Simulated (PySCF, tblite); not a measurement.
# C₆H₁₂BNO: geometry, infrared bands and NMR shifts

Wanted: the infrared bands and NMR shifts of C₆H₁₂BNO (`CC#[N+][BH2-]OC1CCC1`), by calculation.

The runs use tblite 0.8.0 and PySCF 2.14.0, with density-fitted response routines of our own; the level of theory stands in each step. All values are computed, except where a source is named. Atoms count from 0, in the outputs and in this text.

### Step 1. The molecule as given

21 atoms, charge 0, multiplicity 1; geometry from: force field or distance geometry start.

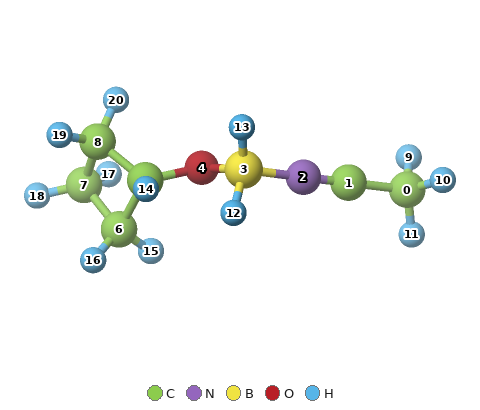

The starting geometry (carbon green, nitrogen purple, boron yellow, oxygen red, hydrogen blue), atoms numbered.

### Step 2. Geometry optimisation with GFN2-xTB

What the job is given:

```
{"job": {"kind": "relax", "xc": "GFN2-xTB", "basis": "xTB"}, "charge": 0, "multiplicity": 1}
C      4.488400    -0.446400    -0.524600
C      3.173300    -0.023300     0.000100
N      2.165100     0.315100     0.432500
B      0.828200     0.767900     0.980900
O     -0.178900     0.343400     0.023000
C     -1.446500     0.296300     0.601000
C     -2.074500    -1.055400     0.382200
C     -2.912000    -0.466800    -0.722400
C     -2.560700     0.902800    -0.167500
H      4.483600    -0.142300    -1.590900
H      5.329400     0.036900    -0.035800
H      4.578500    -1.555900    -0.469100
H      0.627800     0.170000     2.032100
H      0.809500     1.935700     1.186300
H     -1.382300     0.598800     1.689100
H     -1.370300    -1.796400    -0.022000
H     -2.632700    -1.408600     1.281800
H     -2.389200    -0.653600    -1.685600
H     -3.985900    -0.723200    -0.681500
H     -3.398300     1.349100     0.423700
H     -2.161500     1.572800    -0.978900
```

On the command line:

```console
> OMP_NUM_THREADS=1 python probes_run.py task.json out
```

One launch serves the whole session: the jobs run in the order shown.

**Question.** This job is followed by: GFN2-xTB harmonic vibrations, gas phase; GIAO PBE0/pcSseg-1 NMR shielding, non-relativistic, gas phase. What will the session give for the following? strongest single infrared mode (GFN2-xTB); zero-point energy (GFN2-xTB); 13C shifts against TMS (PBE0/pcSseg-1, means over atoms taken as alike); 1H shifts against TMS (PBE0/pcSseg-1, means over atoms taken as alike); 15N shifts against NH3 (PBE0/pcSseg-1); 11B shifts against BF3·OEt2 (PBE0/pcSseg-1); 17O shifts against H2O (PBE0/pcSseg-1); surface potential, least and greatest.

**Answer**, as computed:

| quantity | value |
| --- | --- |
| strongest single infrared mode (GFN2-xTB) | 1058 cm⁻¹, 189 km/mol |
| zero-point energy (GFN2-xTB) | 107.3 kcal/mol |
| 13C shifts against TMS (PBE0/pcSseg-1, means over atoms taken as alike) | 127.4, 76.9, 35.5, 14.0, 2.3 ppm |
| 1H shifts against TMS (PBE0/pcSseg-1, means over atoms taken as alike) | 4.23, 2.80, 2.40, 2.30, 1.91, 1.70, 1.62 ppm |
| 15N shifts against NH3 (PBE0/pcSseg-1) | 246.3 ppm |
| 11B shifts against BF3·OEt2 (PBE0/pcSseg-1) | -12.4 ppm |
| 17O shifts against H2O (PBE0/pcSseg-1) | 105.3 ppm |
| surface potential, least and greatest | -2.14 V and 1.96 V |

The optimisation took 150 steps and gained 0.851 eV; among the close pairs (by a distance rule), C5–C8 changed most, from 1.483 to 1.543 Å. All 57 modes are real, so the xTB geometry is a minimum. The strongest single mode, at 1058 cm⁻¹, is spread over many atoms; the largest shares are those of H12, H13. Unscaled tight-binding wavenumbers are off by several per cent, some by more. Its intensities can rank the bands wrongly. The most deshielded hydrogen is H14 (hydrogen on an sp3 CH bonded to O), at 4.23 ppm: its carbon carries O, an electronegative neighbour. At PBE0/pcSseg-1: The largest span, 472 ppm, is at N2, where the paramagnetic term is -316 ppm. By nearest atom (PBE0/pcSseg-1), the HOMO sits on O4 54 %; C6 13 % and the LUMO on C1 40 %; N2 31 %.
